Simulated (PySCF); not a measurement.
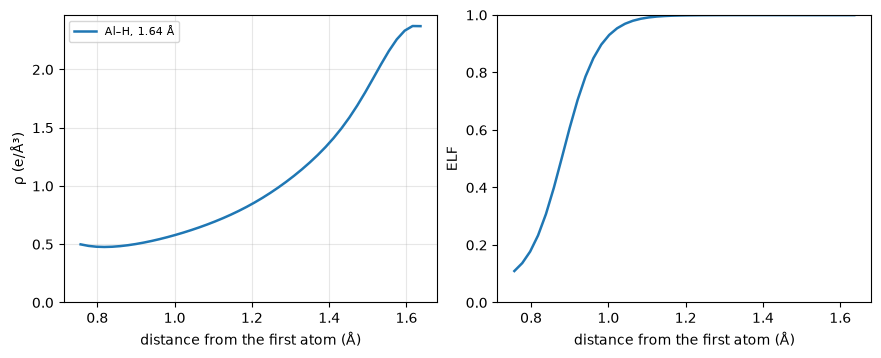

Figure. AlH$_{3}$ (charge −1, doublet). Total electron density and ELF along straight lines between neighbouring atoms. The curves leave out the atomic cores.

Geometry: PBE0-D3(BJ)/ma-def2-SVP.

These are results of DFT single point, gas phase, functional B3LYP in PySCF, not measurements.

```xyz
4

Al    0.0526   -0.0046    0.3140
H    -0.9574   -1.2498   -0.0139
H    -0.6144    1.4556   -0.0042
H     1.5398   -0.1918   -0.3421
```

Question: What can be read from the curves?

Answer: Al–H (1.64 Å): ρ is about 0.48 e/Å³ halfway; the ELF climbs to about 1 towards the hydrogen.
